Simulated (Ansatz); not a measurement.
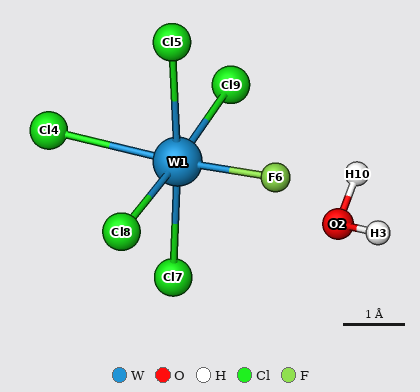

The structure as given in the input (ball-and-stick view, seen at a tilt; atoms are numbered from 1 in the order of the input). Sticks mark near contacts. Bond lengths as drawn: Cl–W 2.29 to 2.37 Å, F–W 1.88 Å and H–O 0.98 to 0.99 Å.

## Run report: WH2Cl5OF, geometry relaxation (part 1 of 2)

The run: geometry relaxation of WH2Cl5OF. Method and program: RKS PBE/def2-SVP (Ansatz 0.2.0).

It belongs to a series of runs on one base structure; here: end point B relaxed. Figures and captions count atoms from 1; the log counts them from 0 in places.

**The input**
```yaml
crystal:
  periodic: [false, false, false]
  atoms:
    - { symbol: W, position_ang: [0.482595, 0.345172, -0.339307] }
    - { symbol: O, position_ang: [-0.310098, -0.368428, 2.634921] }
    - { symbol: H, position_ang: [-1.266799, -0.219031, 2.753552] }
    - { symbol: Cl, position_ang: [2.410138, 0.231038, -1.635396] }
    - { symbol: Cl, position_ang: [0.176415, 2.487041, -1.237071] }
    - { symbol: F, position_ang: [-1.201553, 0.629526, 0.440521] }
    - { symbol: Cl, position_ang: [0.905945, -1.776433, 0.425067] }
    - { symbol: Cl, position_ang: [-0.717654, -0.579569, -2.111663] }
    - { symbol: Cl, position_ang: [1.745259, 1.366485, 1.392983] }
    - { symbol: H, position_ang: [0.093251, 0.401999, 3.107894] }
basis:
  gaussian: { orbitals: def2-SVP }
hamiltonian:
  xc: pbe
relax:
  f_tol: 0.03
  max_steps: 50
output:
  orbitals: {}
```

Hardware: 4 threads of Intel Xeon @ 2.50GHz (Skylake/Cascade Lake), 12 GiB of memory available, shared host.

Command:
```bash
ansatz run input.yaml --threads 4 --pin off --max-ram 5120MiB --backend cpu --events-out ev --progress --plain --runs-dir out
```

**Output**
```
The last accepted step is kept in [file] (removed where the run ends without a failure and the disk answers)
Engine: ansatz 0.2.0, x86_64-unknown-linux-gnu
Functional definition: PBE
  parameter kappa = 0.804
  parameter beta = 0.06672455060314922
  exchange = pbe_x(kappa = kappa, mu = beta*pi^2/3)
  correlation = pbe_c(beta = beta)
1689 factors; their error is unknown
mean field evaluation 1: about -69179.3917 eV, gradient 7.3e1 eV
mean field evaluation 2: about -68848.1062 eV, gradient 3.2e2 eV
mean field evaluation 4: about -69184.4982 eV, gradient 4.6e1 eV
mean field evaluation 8: about -69189.8923 eV, gradient 1.9e0 eV
mean field evaluation 16: about -69189.7991 eV, gradient 4.3e-2 eV
mean field evaluation 32: about -69186.7968 eV, gradient 1.4e1 eV
mean field -69189.79910353 eV, -2542.6782185245 hartree, gradient 2.9e-5 eV, S^2 0.000000; 2 other end points of the search recorded, 0 dependent functions left out
the calculation of the forces begins
reference -69189.79917552 eV, -2542.6782211700 hartree; 59, 59 occupied and 101, 101 virtual orbitals, 1689 factors
relax step   1: F+E_penalty+E_count = -69189.79910353 eV  Δ(F+E_penalty+E_count) = +0.000e0 eV  max|allowed force component| = 8.450e-1 eV/Å  Δτ_max = 0.0000 Å  (73 SCF iters, accepted)
these checks for a lower state are left out or cut short: starts, cluster_reference, orbital_swaps, neighbouring_geometries, increment
1689 factors; their error is unknown
mean field -69189.92811689 eV, -2542.6829596782 hartree, gradient 2.2e-5 eV, S^2 0.000000; 0 other end points of the search recorded, 0 dependent functions left out
[... from here on the field's lines of each further geometry are left out, up to the last ...]
relax step   2: F+E_penalty+E_count = -69189.92811689 eV  Δ(F+E_penalty+E_count) = -1.290e-1 eV  max|allowed force component| = 9.388e-1 eV/Å  Δτ_max = 0.1950 Å  (44 SCF iters, accepted)
relax step   3: F+E_penalty+E_count = -69190.02812523 eV  Δ(F+E_penalty+E_count) = -1.000e-1 eV  max|allowed force component| = 1.628e0 eV/Å  Δτ_max = 0.1954 Å  (48 SCF iters, accepted)
relax step   4: F+E_penalty+E_count = -69190.01018334 eV  Δ(F+E_penalty+E_count) = +1.794e-2 eV  max|allowed force component| = 2.234e0 eV/Å  Δτ_max = 0.1946 Å  (41 SCF iters, rejected (line search))
relax step   5: F+E_penalty+E_count = -69190.10066600 eV  Δ(F+E_penalty+E_count) = -7.254e-2 eV  max|allowed force component| = 1.555e-1 eV/Å  Δτ_max = 0.0973 Å  (34 SCF iters, accepted)
relax step   6: F+E_penalty+E_count = -69190.11359754 eV  Δ(F+E_penalty+E_count) = -1.293e-2 eV  max|allowed force component| = 1.103e-1 eV/Å  Δτ_max = 0.1000 Å  (34 SCF iters, accepted)
relax step   7: F+E_penalty+E_count = -69190.11488513 eV  Δ(F+E_penalty+E_count) = -1.288e-3 eV  max|allowed force component| = 9.308e-2 eV/Å  Δτ_max = 0.0268 Å  (35 SCF iters, accepted)
relax step   8: F+E_penalty+E_count = -69190.11280525 eV  Δ(F+E_penalty+E_count) = +2.080e-3 eV  max|allowed force component| = 4.022e-1 eV/Å  Δτ_max = 0.0913 Å  (36 SCF iters, rejected (line search))
relax step   9: F+E_penalty+E_count = -69190.11719822 eV  Δ(F+E_penalty+E_count) = -2.313e-3 eV  max|allowed force component| = 3.043e-2 eV/Å  Δτ_max = 0.0456 Å  (36 SCF iters, accepted)
relax step  10: F+E_penalty+E_count = -69190.11772058 eV  Δ(F+E_penalty+E_count) = -5.224e-4 eV  max|allowed force component| = 2.252e-1 eV/Å  Δτ_max = 0.0963 Å  (36 SCF iters, accepted)
relax step  11: F+E_penalty+E_count = -69190.11872451 eV  Δ(F+E_penalty+E_count) = -1.004e-3 eV  max|allowed force component| = 5.347e-2 eV/Å  Δτ_max = 0.0160 Å  (34 SCF iters, accepted)
relax step  12: F+E_penalty+E_count = -69190.11893571 eV  Δ(F+E_penalty+E_count) = -2.112e-4 eV  max|allowed force component| = 7.385e-2 eV/Å  Δτ_max = 0.0119 Å  (34 SCF iters, accepted)
relax step  13: F+E_penalty+E_count = -69190.11945621 eV  Δ(F+E_penalty+E_count) = -5.205e-4 eV  max|allowed force component| = 4.224e-2 eV/Å  Δτ_max = 0.0273 Å  (37 SCF iters, accepted)
the calculation of the forces begins
reference -69190.11976489 eV, -2542.6900026122 hartree; 59, 59 occupied and 101, 101 virtual orbitals, 1689 factors
relax step  14: F+E_penalty+E_count = -69190.11969378 eV  Δ(F+E_penalty+E_count) = -2.376e-4 eV  max|allowed force component| = 2.768e-2 eV/Å  Δτ_max = 0.0187 Å  (35 SCF iters, accepted)
1689 factors; their error is unknown
mean field evaluation 160: about -69187.6727 eV, gradient 1.3e1 eV
```

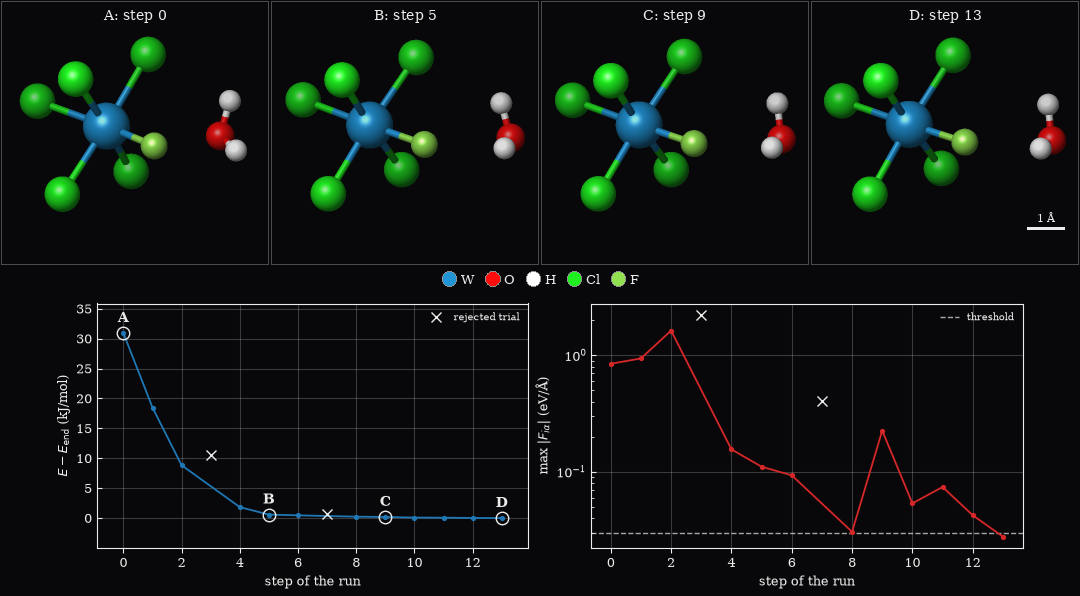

Frames of the relaxation (ball-and-stick view, seen on its broad side) above the curves, on which the letters mark them (the first geometry is step 0 here and step 1 in the log).

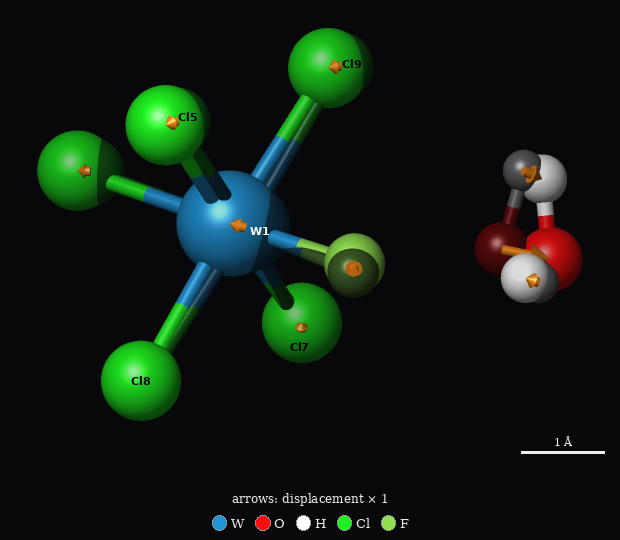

Start (faint) and end (solid) with the displacements as orange arrows, at true length (ball-and-stick view, seen on its broad side). The two geometries are laid on each other by the best rigid fit. Over 13 geometry steps the energy falls by 30.9 kJ/mol. The largest force component goes from 0.84 to 0.028 eV/Å. The line search rejected the trial steps at points 3, 7 (counted from 0) and went back. The atom that moves furthest after the best rigid fit is O2 (0.60 Å). By element the largest moves are O 0.60 Å, H 0.27 Å, F 0.21 Å, W 0.20 Å, Cl 0.16 Å. Among the contacts that change: W1–Cl9 2.374 → 2.330 Å, W1–Cl4 2.326 → 2.301 Å, W1–F6 1.878 → 1.897 Å, W1–Cl5 2.343 → 2.325 Å. Among the angles that change: F6–W1–Cl7 99.6° → 88.9°, Cl4–W1–F6 169.2° → 178.5°, F6–W1–Cl9 96.2° → 87.7°. (Atoms are counted from 1 in the order of the input.)

```
mean field -69190.11969378 eV, -2542.6899999988 hartree, gradient 2.0e-5 eV, S^2 0.000000; 4 other end points of the search recorded, 0 dependent functions left out
the calculation of the forces begins
reference -69190.11976489 eV, -2542.6900026122 hartree; 59, 59 occupied and 101, 101 virtual orbitals, 1689 factors
Total energy: -69190.11976489 eV, -2542.6900026122 hartree
Atom 0 at     0.564071     0.405110    -0.515398 Å, force    -0.006717    -0.002331    -0.027683 eV/Å
Atom 1 at    -0.543726    -0.521884     3.165794 Å, force     0.003500     0.000556     0.001509 eV/Å
Atom 2 at    -1.241935    -0.125589     2.610118 Å, force     0.007307     0.002800     0.004595 eV/Å
Atom 3 at     2.478988     0.237181    -1.780680 Å, force    -0.002282    -0.004789    -0.001208 eV/Å
Atom 4 at     0.125629     2.514503    -1.388336 Å, force    -0.001897    -0.003504     0.001361 eV/Å
Atom 5 at    -1.009021     0.591767     0.528981 Å, force    -0.009920     0.008134    -0.000350 eV/Å
Atom 6 at     0.893598    -1.665690     0.432609 Å, force     0.007195    -0.008369     0.001766 eV/Å
Atom 7 at    -0.732381    -0.549614    -2.181577 Å, force     0.003176     0.003087     0.005057 eV/Å
Atom 8 at     1.734964     1.392106     1.240516 Å, force     0.012229     0.011122     0.018166 eV/Å
Atom 9 at     0.047314     0.239911     3.319474 Å, force    -0.012590    -0.006706    -0.003214 eV/Å
Dipole moment:     0.076930     0.210378    -0.138903 e Å
```

**Trajectory as extended XYZ (Å, eV, eV/Å), 14 frames, from step=1 to step=14**
```
10
Properties=species:S:1:pos:R:3:forces:R:3 step=1 energy=-69189.79910
W     0.4826    0.3452   -0.3393    0.5300   0.3354  -0.2497
O    -0.3101   -0.3684    2.6349    0.1374   0.3639   0.8450
H    -1.2668   -0.2190    2.7536   -0.0236   0.0049  -0.0042
Cl    2.4101    0.2310   -1.6354   -0.0866  -0.0003   0.0269
Cl    0.1764    2.4870   -1.2371   -0.0221  -0.0268  -0.0060
F    -1.2016    0.6295    0.4405   -0.0432   0.0179   0.0057
Cl    0.9059   -1.7764    0.4251    0.0042   0.0006   0.0221
Cl   -0.7177   -0.5796   -2.1117    0.0300   0.0378   0.0188
Cl    1.7453    1.3665    1.3930   -0.2624  -0.2269  -0.3660
H     0.0933    0.4020    3.1079   -0.2638  -0.5065  -0.2925
10
Properties=species:S:1:pos:R:3:forces:R:3 step=2 energy=-69189.92812
W     0.5085    0.3633   -0.3931    0.2644   0.0906  -0.4795
O    -0.3356   -0.4447    2.8125   -0.5558   0.9388   0.5957
H    -1.2948   -0.1930    2.7772    0.6883  -0.2517  -0.0056
Cl    2.4290    0.2364   -1.6750    0.0140   0.0192  -0.0706
Cl    0.1747    2.5041   -1.2671   -0.0090   0.0080  -0.0458
F    -1.1630    0.6237    0.4318    0.0849  -0.0878   0.2358
Cl    0.9129   -1.7516    0.4125   -0.0781   0.1048   0.0679
Cl   -0.7100   -0.5693   -2.1409    0.0028   0.0144  -0.0443
Cl    1.7261    1.3426    1.3426   -0.1309  -0.0875  -0.0057
H     0.0696    0.4063    3.1311   -0.2807  -0.7489  -0.2480
10
Properties=species:S:1:pos:R:3:forces:R:3 step=3 energy=-69190.02812
W     0.5524    0.3828   -0.4966   -0.1374  -0.0187   0.0173
O    -0.3817   -0.4945    2.9958   -0.9910   1.6280   0.1224
H    -1.3142   -0.1724    2.7814    1.2026  -0.6152   0.1979
Cl    2.4721    0.2549   -1.7643   -0.0063  -0.0177   0.0671
Cl    0.1674    2.5323   -1.3139   -0.0080  -0.0873   0.0014
F    -1.0556    0.5791    0.4887    0.0795  -0.0264  -0.0800
Cl    0.8812   -1.6953    0.4416   -0.0019   0.0457  -0.1331
Cl   -0.7196   -0.5660   -2.1919    0.0447   0.0700   0.0484
Cl    1.6679    1.2977    1.3369    0.1032   0.1002  -0.0903
H     0.0475    0.3991    3.1538   -0.2855  -1.0787  -0.1512
10
Properties=species:S:1:pos:R:3:forces:R:3 step=4 energy=-69190.01018 accepted=F
W     0.5404    0.3823   -0.4677    0.2737   0.1215  -0.4747
O    -0.4606   -0.4982    3.1736   -0.5660   2.2339  -1.1598
H    -1.2867   -0.1679    2.6772    1.1938  -0.7645   0.8457
Cl    2.4630    0.2529   -1.7354   -0.0149  -0.0215   0.0163
Cl    0.1541    2.5175   -1.3154   -0.0345  -0.0282   0.0048
F    -1.0708    0.5787    0.4941   -0.0592  -0.0421   0.2514
Cl    0.8919   -1.7078    0.4148   -0.0457   0.0177   0.1134
Cl   -0.7175   -0.5460   -2.1814    0.0091   0.0254   0.0151
Cl    1.7201    1.3487    1.3040   -0.1025  -0.0698   0.0313
H     0.0836    0.3574    3.0677   -0.6539  -1.4723   0.3564
```
